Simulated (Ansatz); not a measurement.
System: Te2Mo (P6_3/mmc).

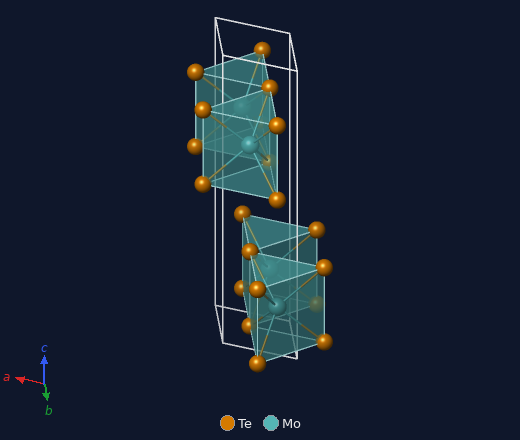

The structure (tellurium orange, molybdenum teal). 1×2×1 cells are drawn. Some periodic images of atoms are drawn too.

It takes space group P6_3/mmc (No. 194, hexagonal). Conventional cell: a = 3.518 Å, b = 3.518 Å, c = 13.974 Å, α = 90.00°, β = 90.00°, γ = 120.00°. Nearest to Te lie 3 Mo at 2.72 Å. Mo has 6 Te at 2.72 Å nearest. Farther neighbours and most contacts between anions are not listed.

```yaml
crystal:
  lattice:
    - [3.51820, 0.00000, 0.00000]
    - [-1.75910, 3.04685, 0.00000]
    - [0.00000, 0.00000, 13.97360]
  atoms:
    - { symbol: Te, position: [0.33333, 0.66667, 0.62100] }
    - { symbol: Te, position: [0.66667, 0.33333, 0.12100] }
    - { symbol: Te, position: [0.33333, 0.66667, 0.87900] }
    - { symbol: Te, position: [0.66667, 0.33333, 0.37900] }
    - { symbol: Mo, position: [0.33333, 0.66667, 0.25000] }
    - { symbol: Mo, position: [0.66667, 0.33333, 0.75000] }
```

The cell and positions come from the Crystallography Open Database and are kept as given unless a step says otherwise. Spin-orbit coupling is left out unless a run names it. PAW set soft_2, made with PBE.

Gaps computed with Ansatz 0.2.0 without a self-energy: LDA 0.68 eV, PBE 0.71 eV, PBE+SOC 0.69 eV, HSE06 1.11 eV and DDH-PBE0 0.95 eV. The mean ε∞ by PBE perturbation theory is 16.95.

What gap should G0W0 on PBE give (6×6×2 mesh, 1035 empty bands, screening to 210 eV, default PAW files)?

About 0.90 eV: on its mesh the run moves the gap from 0.83 eV by +0.19 eV, and the mesh misses the edges by 0.12 eV. Among the scalar-relativistic levels given, DDH-PBE0 is nearest (+0.05 eV). One-shot corrections scale roughly with one over ε∞, here 0.06. Bands and cutoff are finite, so the gap is not at the basis limit. The miss can reach some tenths of an eV and take either sign; the mesh is an error of its own. The 6×6×2 mesh is coarse for this cell (its supercell is 21 Å along the shortest edge). The RPA ε∞ on it, from the PBE start, is 10.65 and 19.51; such meshes misread the long-range screening, most where the gap is narrow. The many-body steps are scalar-relativistic: spin-orbit coupling is not in them.

[Paths, hosts, dates, memory and timing lines, banners, echoed tables and standing remarks are left out of the program output.]

[Logs are printed without paths, hosts, clocks, repeated set-up lines and the standing remarks that a program may print on its own settings, such as how far it seeks lower states.]

[Runs of the session that timed out or met a known fault of the program may be left out.]

[Cells called generated may have been cut or substituted from an entry of the Crystallography Open Database or the Materials Project.]

[Hosts, paths, dates, database ids (printed as entryN), source tags and the programs' standing remarks are cut or masked in the printed files.]
